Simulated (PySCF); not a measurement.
**C₂H₈BNO: NMR shifts at several levels of theory**

Aim: compute the NMR shifts of C₂H₈BNO (`C=C[B@@H-]([NH3+])O`) at several levels, and see how far they spread and what each costs.

Programs: PySCF 2.14.0, with density-fitted response routines of our own. Each step states its level of theory. These are calculated values for one molecule in the gas phase, unless marked as measured. Atoms count from 0, in the outputs and in this text.

## (1) The starting structure

13 atoms, charge 0, multiplicity 1; geometry from: PBE0-D3(BJ)/def2-SVP.

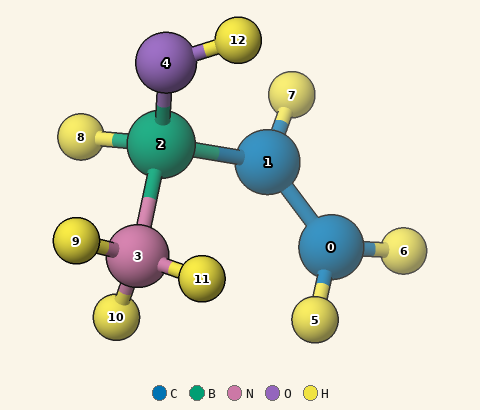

As it starts; carbon blue, boron teal, nitrogen pink, oxygen purple, hydrogen yellow, atoms numbered.

## (2) NMR shieldings: HF/pcSseg-2

Job settings and geometry (Å):

```
{"job": {"kind": "nmr", "xc": "HF", "basis": "pcSseg-2", "pop": false}, "charge": 0, "multiplicity": 1}
C      1.347842    -1.251778    -0.143740
C      1.115287     0.043713    -0.391429
B     -0.258755     0.855587    -0.283743
N     -1.445454    -0.232162     0.153592
O     -0.299742     1.876178     0.723517
H      0.553957    -1.949376     0.160707
H      2.338689    -1.710606    -0.236820
H      1.990069     0.637006    -0.699683
H     -0.671702     1.256907    -1.376122
H     -2.285472     0.309702     0.356856
H     -1.651560    -0.898103    -0.591256
H     -1.189239    -0.749436     0.997158
H      0.453382     1.798466     1.313747
```

With the program's defaults for keys left out, this is: GIAO HF/pcSseg-2 NMR shielding, non-relativistic, gas phase.

Run with:

```console
$ OMP_NUM_THREADS=1 python probes_run.py task.json out
```

The driver reads the jobs from task.json and runs them one after another.

The program printed:

```text
final grid: 98800 points
cycle   1  E = -234.3985095536  dE =  6.666e-01  |g| = 6.404e-01  |ddm| = 2.256e+00
cycle   2  E = -234.4810488783  dE = -8.254e-02  |g| = 3.696e-01  |ddm| = 6.253e-01
cycle   3  E = -234.5051368464  dE = -2.409e-02  |g| = 7.088e-02  |ddm| = 2.172e-01
cycle   4  E = -234.5067158995  dE = -1.579e-03  |g| = 1.246e-02  |ddm| = 7.655e-02
cycle   5  E = -234.5067821587  dE = -6.626e-05  |g| = 4.381e-03  |ddm| = 1.752e-02
cycle   6  E = -234.5067912482  dE = -9.089e-06  |g| = 1.509e-03  |ddm| = 7.505e-03
cycle   7  E = -234.5067931537  dE = -1.906e-06  |g| = 7.372e-04  |ddm| = 3.143e-03
cycle   8  E = -234.5067935094  dE = -3.557e-07  |g| = 1.817e-04  |ddm| = 1.589e-03
cycle   9  E = -234.5067935408  dE = -3.142e-08  |g| = 7.751e-05  |ddm| = 3.753e-04
cycle  10  E = -234.5067935444  dE = -3.577e-09  |g| = 1.963e-05  |ddm| = 1.528e-04
cycle  11  E = -234.5067935446  dE = -2.401e-10  |g| = 6.565e-06  |ddm| = 3.755e-05
converged SCF energy = -234.5067935446

GIAO shielding tensors (ppm)
atom      isotropic    diamagn.    paramagn.     s11        s22        s33       span
  0 C       72.368     252.352    -179.984    -57.341    102.742    171.703    229.044
  1 C       24.096     254.560    -230.464   -127.618     20.241    179.666    307.284
  2 B      115.551     182.776     -67.225    107.064    114.233    125.356     18.292
  3 N      217.753     311.810     -94.057    202.653    218.641    231.966     29.313
  4 O      297.835     385.950     -88.115    286.173    297.320    310.012     23.839
  5 H       27.045      34.814      -7.769     24.238     25.323     31.575      7.337
  6 H       26.368      30.507      -4.140     23.991     24.586     30.527      6.536
  7 H       24.949      31.549      -6.600     21.296     25.529     28.023      6.727
  8 H       28.643      29.134      -0.491     25.985     28.148     31.795      5.810
  9 H       28.753      28.680       0.073     23.276     25.069     37.915     14.639
 10 H       28.997      30.720      -1.723     23.003     25.093     38.896     15.892
 11 H       28.802      32.206      -3.404     23.652     25.859     36.895     13.243
 12 H       31.365      32.741      -1.377     23.311     27.507     43.276     19.965
```

Wall time 21 s (1 thread of Arm Neoverse V1, shared host); peak memory 1 GiB.

Shifts follow as δ = σ(reference) − σ, with reference shieldings (ppm) from runs at the same level and on the same kind of geometry: ¹H TMS 31.68, ¹³C TMS 191.5, ¹⁵N NH3 260.7, ¹⁷O H2O 326.3, ¹¹B BF3·OEt2 114.5. The references are single molecules in the gas phase, so shifts against H2O, NH3, PH3, H3PO4 or CFCl3 are not on the usual liquid scales and can be off by tens of ppm. Atoms listed in one row are averaged.

| atoms | environment | σ (ppm) | δ (ppm) |
| --- | --- | --- | --- |
| C1 | alkene CH | 24.1 | 167.4 |
| C0 | terminal =CH2 carbon | 72.4 | 119.1 |
| H7 | hydrogen on an alkene CH | 24.95 | 6.73 |
| H6 | hydrogen on a terminal =CH2 carbon | 26.37 | 5.31 |
| H5 | hydrogen on a terminal =CH2 carbon | 27.05 | 4.64 |
| H8 | hydrogen on a boron bonded to C, N, O | 28.64 | 3.04 |
| H9, H10, H11 | hydrogen on a donor nitrogen of a Lewis adduct | 28.85 | 2.83 |
| H12 | hydrogen on an oxygen bonded to B | 31.36 | 0.32 |
| B2 | boron bonded to C, N, O, H | 115.6 | -1.0 |
| N3 | donor nitrogen of a Lewis adduct | 217.8 | 43.0 |
| O4 | oxygen bonded to B, H | 297.8 | 28.5 |

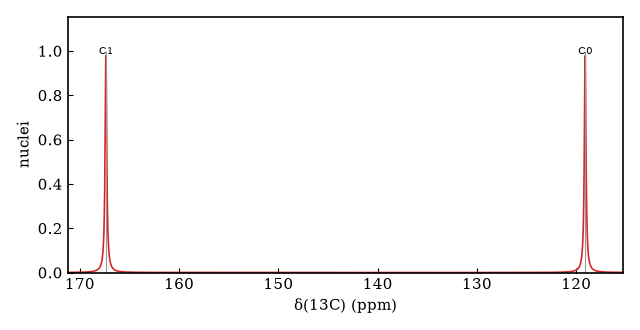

¹³C lines at the computed shifts, without couplings. Lines are broadened to a width of 0.19 ppm (Lorentzian).

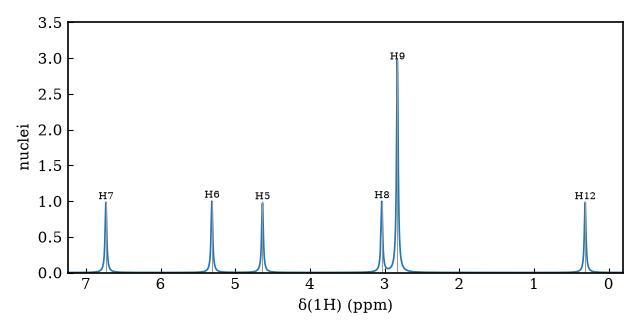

¹H lines at the computed shifts, without couplings. Lines are broadened to a width of 0.03 ppm (Lorentzian).

## (3) Shielding tensors: LDA/pcSseg-2

Settings changed since step 2:

```diff
@@ -1,2 +1,2 @@
-{"job": {"kind": "nmr", "xc": "HF", "basis": "pcSseg-2", "pop": false}, "charge": 0, "multiplicity": 1}
+{"job": {"kind": "nmr", "xc": "LDA", "basis": "pcSseg-2", "pop": false}, "charge": 0, "multiplicity": 1}
 C      1.347842    -1.251778    -0.143740
```

Method: GIAO LDA/pcSseg-2 NMR shielding, non-relativistic, gas phase.

The program printed:

```text
coarse grid: 10368 points
cycle   1  E = -233.7475123373  dE =  3.517e-01  |g| = 9.867e-01  |ddm| = 2.458e+00
cycle   2  E = -231.6233159837  dE =  2.124e+00  |g| = 2.833e+00  |ddm| = 8.781e+00
cycle   3  E = -233.8942733164  dE = -2.271e+00  |g| = 5.133e-01  |ddm| = 8.627e+00
cycle   4  E = -233.9509330673  dE = -5.666e-02  |g| = 2.252e-01  |ddm| = 5.270e-01
cycle   5  E = -233.9606148247  dE = -9.682e-03  |g| = 9.905e-02  |ddm| = 1.888e-01
cycle   6  E = -233.9622911798  dE = -1.676e-03  |g| = 5.271e-02  |ddm| = 9.167e-02
cycle   7  E = -233.9630572280  dE = -7.660e-04  |g| = 1.065e-02  |ddm| = 4.371e-02
cycle   8  E = -233.9630812460  dE = -2.402e-05  |g| = 3.213e-03  |ddm| = 9.344e-03
cycle   9  E = -233.9630832113  dE = -1.965e-06  |g| = 8.882e-04  |ddm| = 2.484e-03
final grid: 98800 points
cycle  10  E = -233.9569791573  dE = -1.479e-04  |g| = 8.170e-03  |ddm| = 6.328e-02
cycle  11  E = -233.9569494663  dE =  2.969e-05  |g| = 1.507e-02  |ddm| = 1.518e-02
cycle  12  E = -233.9569906474  dE = -4.118e-05  |g| = 1.853e-03  |ddm| = 1.076e-02
cycle  13  E = -233.9569912182  dE = -5.707e-07  |g| = 7.944e-04  |ddm| = 1.670e-03
cycle  14  E = -233.9569913481  dE = -1.299e-07  |g| = 2.261e-04  |ddm| = 5.589e-04
cycle  15  E = -233.9569913607  dE = -1.261e-08  |g| = 7.933e-05  |ddm| = 2.047e-04
cycle  16  E = -233.9569913622  dE = -1.499e-09  |g| = 1.891e-05  |ddm| = 6.130e-05
cycle  17  E = -233.9569913623  dE = -7.054e-11  |g| = 6.487e-06  |ddm| = 1.569e-05
converged SCF energy = -233.9569913623

GIAO shielding tensors (ppm)
atom      isotropic    diamagn.    paramagn.     s11        s22        s33       span
  0 C       55.862     253.708    -197.846    -54.829     61.895    160.519    215.348
  1 C        5.424     254.132    -248.709   -133.888    -15.669    165.827    299.714
  2 B       97.505     186.955     -89.450     85.404     97.067    110.045     24.641
  3 N      206.770     313.245    -106.475    186.708    208.732    224.868     38.160
  4 O      270.168     385.001    -114.833    250.502    269.265    290.736     40.235
  5 H       25.806      33.149      -7.343     22.832     24.834     29.752      6.919
  6 H       25.136      30.198      -5.062     23.316     23.914     28.178      4.862
  7 H       23.629      31.212      -7.584     19.529     24.888     26.470      6.941
  8 H       26.936      28.481      -1.545     24.341     26.939     29.529      5.188
  9 H       28.426      29.256      -0.830     23.818     24.960     36.500     12.682
 10 H       28.321      30.477      -2.157     22.396     24.603     37.962     15.566
 11 H       28.436      31.712      -3.276     23.358     26.031     35.919     12.561
 12 H       30.461      32.138      -1.678     23.587     26.892     40.903     17.317
```

Wall time 48 s (1 thread of Arm Neoverse V1, shared host); peak memory 0.89 GiB.

Key values: δ C1 174.9, C0 124.4, B2 -6.5, N3 59.9, H7 7.14, H6 5.64 ppm.

## (4) NMR shieldings: PBE/pcSseg-2

Settings changed since step 3:

```diff
@@ -1,2 +1,2 @@
-{"job": {"kind": "nmr", "xc": "LDA", "basis": "pcSseg-2", "pop": false}, "charge": 0, "multiplicity": 1}
+{"job": {"kind": "nmr", "xc": "PBE", "basis": "pcSseg-2", "pop": false}, "charge": 0, "multiplicity": 1}
 C      1.347842    -1.251778    -0.143740
```

Level: GIAO PBE/pcSseg-2 NMR shielding, non-relativistic, gas phase.

The program printed:

```text
coarse grid: 10368 points
cycle   1  E = -235.4786324215  dE =  3.559e-01  |g| = 9.633e-01  |ddm| = 2.242e+00
cycle   2  E = -233.3284076876  dE =  2.150e+00  |g| = 2.793e+00  |ddm| = 1.029e+01
cycle   3  E = -235.6189731179  dE = -2.291e+00  |g| = 4.990e-01  |ddm| = 1.015e+01
cycle   4  E = -235.6734049917  dE = -5.443e-02  |g| = 2.147e-01  |ddm| = 5.125e-01
cycle   5  E = -235.6823886775  dE = -8.984e-03  |g| = 9.645e-02  |ddm| = 1.954e-01
cycle   6  E = -235.6840000525  dE = -1.611e-03  |g| = 5.176e-02  |ddm| = 8.993e-02
cycle   7  E = -235.6847335458  dE = -7.335e-04  |g| = 1.015e-02  |ddm| = 4.216e-02
cycle   8  E = -235.6847554699  dE = -2.192e-05  |g| = 2.989e-03  |ddm| = 9.017e-03
cycle   9  E = -235.6847571949  dE = -1.725e-06  |g| = 8.560e-04  |ddm| = 2.422e-03
final grid: 98800 points
cycle  10  E = -235.6845515817  dE = -1.774e-04  |g| = 1.319e-02  |ddm| = 6.981e-02
cycle  11  E = -235.6844769980  dE =  7.458e-05  |g| = 2.268e-02  |ddm| = 2.330e-02
cycle  12  E = -235.6845887902  dE = -1.118e-04  |g| = 2.711e-03  |ddm| = 1.476e-02
cycle  13  E = -235.6845901205  dE = -1.330e-06  |g| = 8.581e-04  |ddm| = 2.595e-03
cycle  14  E = -235.6845902485  dE = -1.280e-07  |g| = 2.220e-04  |ddm| = 6.915e-04
cycle  15  E = -235.6845902582  dE = -9.694e-09  |g| = 1.054e-04  |ddm| = 2.458e-04
cycle  16  E = -235.6845902607  dE = -2.522e-09  |g| = 4.144e-05  |ddm| = 8.774e-05
cycle  17  E = -235.6845902611  dE = -3.853e-10  |g| = 1.217e-05  |ddm| = 3.097e-05
converged SCF energy = -235.6845902611

GIAO shielding tensors (ppm)
atom      isotropic    diamagn.    paramagn.     s11        s22        s33       span
  0 C       60.624     253.746    -193.123    -47.681     71.181    158.371    206.052
  1 C       12.168     253.574    -241.406   -124.108     -3.083    163.695    287.802
  2 B       98.809     187.617     -88.808     86.930     98.362    111.135     24.205
  3 N      203.827     311.447    -107.620    185.864    205.247    220.369     34.505
  4 O      268.272     385.070    -116.797    252.814    267.035    284.968     32.153
  5 H       26.348      33.959      -7.611     23.457     25.317     30.269      6.812
  6 H       25.670      30.172      -4.502     23.715     24.453     28.842      5.127
  7 H       24.224      31.296      -7.071     20.228     25.489     26.956      6.727
  8 H       27.504      29.007      -1.503     24.971     27.479     30.061      5.091
  9 H       28.847      29.283      -0.436     24.422     25.467     36.653     12.231
 10 H       28.662      30.689      -2.026     22.928     25.119     37.939     15.011
 11 H       28.797      31.976      -3.179     23.881     26.504     36.006     12.125
 12 H       31.074      32.713      -1.639     24.338     27.646     41.239     16.901
```

Run time: 58 s. Hardware: 1 thread of Arm Neoverse V1, shared host; peak memory 0.81 GiB.

In short: δ C1 167.2, C0 118.8, B2 -6.1, N3 57.2, H7 6.95, H6 5.51 ppm.

## (5) Shielding tensors: BLYP/pcSseg-2

Settings changed since step 4:

```diff
@@ -1,2 +1,2 @@
-{"job": {"kind": "nmr", "xc": "PBE", "basis": "pcSseg-2", "pop": false}, "charge": 0, "multiplicity": 1}
+{"job": {"kind": "nmr", "xc": "BLYP", "basis": "pcSseg-2", "pop": false}, "charge": 0, "multiplicity": 1}
 C      1.347842    -1.251778    -0.143740
```

Level: GIAO BLYP/pcSseg-2 NMR shielding, non-relativistic, gas phase.

The program printed:

```text
coarse grid: 10368 points
cycle   1  E = -235.6671414467  dE =  3.667e-01  |g| = 1.027e+00  |ddm| = 2.225e+00
cycle   2  E = -233.2002294179  dE =  2.467e+00  |g| = 2.942e+00  |ddm| = 1.174e+01
cycle   3  E = -235.8155134497  dE = -2.615e+00  |g| = 5.467e-01  |ddm| = 1.160e+01
cycle   4  E = -235.8798416574  dE = -6.433e-02  |g| = 2.400e-01  |ddm| = 5.568e-01
cycle   5  E = -235.8909031372  dE = -1.106e-02  |g| = 1.114e-01  |ddm| = 2.259e-01
cycle   6  E = -235.8930966391  dE = -2.194e-03  |g| = 5.879e-02  |ddm| = 1.034e-01
cycle   7  E = -235.8940314382  dE = -9.348e-04  |g| = 1.147e-02  |ddm| = 4.877e-02
cycle   8  E = -235.8940599765  dE = -2.854e-05  |g| = 3.391e-03  |ddm| = 1.048e-02
cycle   9  E = -235.8940622727  dE = -2.296e-06  |g| = 9.301e-04  |ddm| = 2.836e-03
final grid: 98800 points
cycle  10  E = -235.8986397750  dE = -1.667e-04  |g| = 1.021e-02  |ddm| = 6.998e-02
cycle  11  E = -235.8985998112  dE =  3.996e-05  |g| = 1.715e-02  |ddm| = 1.751e-02
cycle  12  E = -235.8986605914  dE = -6.078e-05  |g| = 1.477e-03  |ddm| = 1.201e-02
cycle  13  E = -235.8986608386  dE = -2.472e-07  |g| = 9.827e-04  |ddm| = 1.778e-03
cycle  14  E = -235.8986610570  dE = -2.184e-07  |g| = 2.625e-04  |ddm| = 7.645e-04
cycle  15  E = -235.8986610728  dE = -1.583e-08  |g| = 9.855e-05  |ddm| = 2.502e-04
cycle  16  E = -235.8986610750  dE = -2.212e-09  |g| = 3.513e-05  |ddm| = 8.485e-05
cycle  17  E = -235.8986610753  dE = -2.297e-10  |g| = 1.143e-05  |ddm| = 2.736e-05
converged SCF energy = -235.8986610753

GIAO shielding tensors (ppm)
atom      isotropic    diamagn.    paramagn.     s11        s22        s33       span
  0 C       57.889     252.214    -194.326    -50.622     70.702    153.585    204.207
  1 C        7.415     251.704    -244.288   -130.565     -5.527    158.338    288.903
  2 B       96.186     184.896     -88.710     84.872     95.480    108.206     23.334
  3 N      198.722     309.142    -110.420    180.620    200.057    215.489     34.868
  4 O      264.164     385.038    -120.874    251.809    261.742    278.942     27.133
  5 H       26.661      33.958      -7.296     23.829     25.605     30.550      6.722
  6 H       25.983      30.547      -4.564     24.068     24.738     29.141      5.073
  7 H       24.554      31.555      -7.002     20.529     25.830     27.301      6.772
  8 H       27.798      29.061      -1.262     25.328     27.784     30.283      4.955
  9 H       29.024      29.599      -0.575     24.788     25.723     36.562     11.774
 10 H       28.807      30.783      -1.976     23.185     25.446     37.790     14.605
 11 H       28.964      31.872      -2.908     24.168     26.831     35.892     11.724
 12 H       31.270      32.830      -1.560     24.706     27.910     41.194     16.489
```

Run time: 57 s. Hardware: 1 thread of Arm Neoverse V1, shared host; peak memory 0.8 GiB.

This run: δ C1 167.6, C0 117.1, B2 -5.1, N3 58.8, H7 6.82, H6 5.39 ppm.

## (6) NMR shieldings: BP86/pcSseg-2

Settings changed since step 5:

```diff
@@ -1,2 +1,2 @@
-{"job": {"kind": "nmr", "xc": "BLYP", "basis": "pcSseg-2", "pop": false}, "charge": 0, "multiplicity": 1}
+{"job": {"kind": "nmr", "xc": "BP86", "basis": "pcSseg-2", "pop": false}, "charge": 0, "multiplicity": 1}
 C      1.347842    -1.251778    -0.143740
```

Method: GIAO BP86/pcSseg-2 NMR shielding, non-relativistic, gas phase.

The program printed:

```text
coarse grid: 10368 points
cycle   1  E = -235.7790923123  dE =  3.586e-01  |g| = 9.686e-01  |ddm| = 2.234e+00
cycle   2  E = -233.8287427343  dE =  1.950e+00  |g| = 2.739e+00  |ddm| = 9.479e+00
cycle   3  E = -235.9252160127  dE = -2.096e+00  |g| = 4.741e-01  |ddm| = 9.336e+00
cycle   4  E = -235.9733491122  dE = -4.813e-02  |g| = 2.181e-01  |ddm| = 4.988e-01
cycle   5  E = -235.9827919834  dE = -9.443e-03  |g| = 8.913e-02  |ddm| = 1.748e-01
cycle   6  E = -235.9841252827  dE = -1.333e-03  |g| = 4.881e-02  |ddm| = 8.360e-02
cycle   7  E = -235.9847807279  dE = -6.554e-04  |g| = 1.022e-02  |ddm| = 3.983e-02
cycle   8  E = -235.9848029263  dE = -2.220e-05  |g| = 2.996e-03  |ddm| = 8.683e-03
cycle   9  E = -235.9848046414  dE = -1.715e-06  |g| = 8.562e-04  |ddm| = 2.364e-03
final grid: 98800 points
cycle  10  E = -235.9854566894  dE = -1.744e-04  |g| = 7.403e-03  |ddm| = 6.996e-02
cycle  11  E = -235.9854381406  dE =  1.855e-05  |g| = 1.170e-02  |ddm| = 1.273e-02
cycle  12  E = -235.9854681046  dE = -2.996e-05  |g| = 1.221e-03  |ddm| = 7.848e-03
cycle  13  E = -235.9854682443  dE = -1.396e-07  |g| = 8.676e-04  |ddm| = 1.262e-03
cycle  14  E = -235.9854684752  dE = -2.309e-07  |g| = 2.342e-04  |ddm| = 6.224e-04
cycle  15  E = -235.9854684891  dE = -1.395e-08  |g| = 7.447e-05  |ddm| = 2.292e-04
cycle  16  E = -235.9854684903  dE = -1.170e-09  |g| = 2.447e-05  |ddm| = 5.973e-05
cycle  17  E = -235.9854684904  dE = -9.180e-11  |g| = 9.694e-06  |ddm| = 2.060e-05
converged SCF energy = -235.9854684904

GIAO shielding tensors (ppm)
atom      isotropic    diamagn.    paramagn.     s11        s22        s33       span
  0 C       60.709     253.622    -192.913    -47.311     71.684    157.752    205.063
  1 C       12.873     253.536    -240.663   -122.787     -2.457    163.862    286.649
  2 B       99.160     186.846     -87.687     87.351     98.630    111.498     24.148
  3 N      203.946     312.032    -108.086    186.572    205.069    220.198     33.626
  4 O      269.278     384.766    -115.488    254.409    267.780    285.646     31.237
  5 H       26.427      33.944      -7.516     23.559     25.390     30.333      6.773
  6 H       25.752      30.277      -4.525     23.801     24.528     28.928      5.127
  7 H       24.327      31.363      -7.037     20.389     25.570     27.021      6.632
  8 H       27.579      29.022      -1.443     25.060     27.558     30.120      5.061
  9 H       28.885      29.399      -0.515     24.447     25.528     36.679     12.232
 10 H       28.732      30.781      -2.050     23.036     25.207     37.952     14.917
 11 H       28.839      32.089      -3.249     23.962     26.554     36.002     12.040
 12 H       31.158      32.642      -1.484     24.387     27.769     41.317     16.930
```

Wall time 57 s (1 thread of Arm Neoverse V1, shared host); peak memory 0.8 GiB.

Key values: δ C1 166.3, C0 118.5, B2 -5.8, N3 55.3, H7 6.91, H6 5.48 ppm.

## (7) NMR shieldings: OPBE/pcSseg-2

Settings changed since step 6:

```diff
@@ -1,2 +1,2 @@
-{"job": {"kind": "nmr", "xc": "BP86", "basis": "pcSseg-2", "pop": false}, "charge": 0, "multiplicity": 1}
+{"job": {"kind": "nmr", "xc": "OPBE", "basis": "pcSseg-2", "pop": false}, "charge": 0, "multiplicity": 1}
 C      1.347842    -1.251778    -0.143740
```

With the program's defaults for keys left out, this is: GIAO OPBE/pcSseg-2 NMR shielding, non-relativistic, gas phase.

The program printed:

```text
coarse grid: 10368 points
cycle   1  E = -235.6850934939  dE =  3.288e-01  |g| = 8.975e-01  |ddm| = 2.259e+00
cycle   2  E = -233.6971130577  dE =  1.988e+00  |g| = 2.632e+00  |ddm| = 1.335e+01
cycle   3  E = -235.8176909389  dE = -2.121e+00  |g| = 4.396e-01  |ddm| = 1.319e+01
cycle   4  E = -235.8607955310  dE = -4.310e-02  |g| = 1.955e-01  |ddm| = 4.729e-01
cycle   5  E = -235.8684585322  dE = -7.663e-03  |g| = 8.646e-02  |ddm| = 1.913e-01
cycle   6  E = -235.8697480797  dE = -1.290e-03  |g| = 4.811e-02  |ddm| = 8.265e-02
cycle   7  E = -235.8703805031  dE = -6.324e-04  |g| = 9.458e-03  |ddm| = 3.850e-02
cycle   8  E = -235.8703997525  dE = -1.925e-05  |g| = 2.753e-03  |ddm| = 8.490e-03
cycle   9  E = -235.8704011768  dE = -1.424e-06  |g| = 9.426e-04  |ddm| = 2.339e-03
final grid: 98800 points
cycle  10  E = -235.8616370403  dE = -3.233e-04  |g| = 1.841e-02  |ddm| = 9.553e-02
cycle  11  E = -235.8614863428  dE =  1.507e-04  |g| = 3.330e-02  |ddm| = 3.591e-02
cycle  12  E = -235.8617062525  dE = -2.199e-04  |g| = 4.009e-03  |ddm| = 2.281e-02
cycle  13  E = -235.8617098982  dE = -3.646e-06  |g| = 8.528e-04  |ddm| = 4.474e-03
cycle  14  E = -235.8617099880  dE = -8.981e-08  |g| = 5.479e-04  |ddm| = 9.063e-04
cycle  15  E = -235.8617100624  dE = -7.440e-08  |g| = 1.876e-04  |ddm| = 4.977e-04
cycle  16  E = -235.8617100710  dE = -8.621e-09  |g| = 5.793e-05  |ddm| = 1.611e-04
cycle  17  E = -235.8617100717  dE = -6.952e-10  |g| = 1.074e-05  |ddm| = 4.338e-05
converged SCF energy = -235.8617100717

GIAO shielding tensors (ppm)
atom      isotropic    diamagn.    paramagn.     s11        s22        s33       span
  0 C       68.536     255.811    -187.276    -36.741     79.244    163.104    199.846
  1 C       24.367     255.150    -230.783   -106.495     10.443    169.154    275.649
  2 B      103.654     192.403     -88.750     91.745    103.433    115.784     24.039
  3 N      209.979     313.223    -103.244    194.582    210.936    224.421     29.839
  4 O      276.706     386.379    -109.673    261.806    275.781    292.530     30.724
  5 H       26.330      34.650      -8.320     23.492     25.246     30.253      6.760
  6 H       25.638      29.743      -4.105     23.559     24.474     28.881      5.321
  7 H       24.231      31.076      -6.845     20.375     25.440     26.878      6.503
  8 H       27.570      29.399      -1.829     25.007     27.497     30.207      5.200
  9 H       28.828      28.560       0.268     24.194     25.385     36.906     12.713
 10 H       28.652      30.540      -1.888     22.898     24.965     38.093     15.195
 11 H       28.722      32.082      -3.360     23.746     26.200     36.221     12.474
 12 H       31.127      32.996      -1.869     24.114     27.656     41.612     17.498
```

Wall time 58 s (1 thread of Arm Neoverse V1, shared host); peak memory 0.87 GiB.

Key values: δ C1 160.0, C0 115.9, B2 -5.9, N3 52.8, H7 6.97, H6 5.56 ppm.

[end of part 1 of 2]
